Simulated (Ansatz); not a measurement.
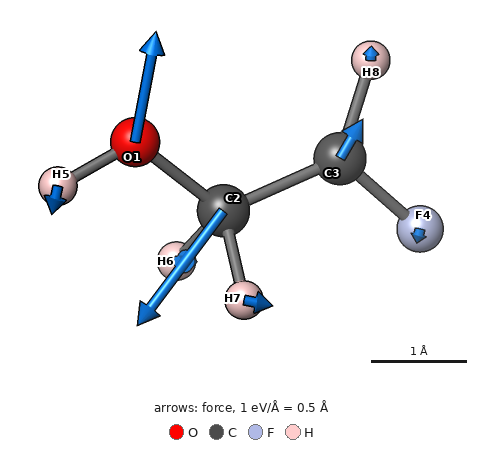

Starting geometry of C2H4FO (charge +1) with the computed forces as blue arrows. Style: ball-and-stick. Shown at a tilt.

The run prepares an end point of a later path (torsion) calculation, from a guessed geometry.

Computed with RKS PBE-D4/6-31G* (Ansatz 0.2.0). (no spin polarisation; force threshold 0.015 eV/Å; at most 40 steps)

> What follows when this structure is relaxed?

It isn't relaxed: the largest force vector, on C2, is 3.06 eV/Å. The final displacements follow the starting forces only in part (cosine between the two patterns 0.50). The largest moves after the best rigid fit, 0.10 Å, are those of C2 and H8. Largest moves by element: H 0.10 Å, C 0.10 Å, O 0.10 Å, F 0.03 Å. Some distances before and after: C2–C3 1.417 → 1.454 Å, O1–C2 1.349 → 1.376 Å, O1–H5 0.970 → 0.981 Å, C3–H8 1.094 → 1.104 Å. Bond angles that change, for instance: O1–C2–C3 123.0° → 112.2°, O1–C2–H6 108.9° → 115.8°, C2–O1–H5 116.8° → 110.0°. After 5 accepted moves (6 points after the start) the energy has fallen by 23.6 kJ/mol. Largest force component: 2.6 eV/Å at the start, 0.011 eV/Å at the end. The line search rejected the trial step at point 5 of the run. Cost: 11 s on 1 thread of Arm Neoverse V2, on a shared host, peak memory 0.14 GiB.
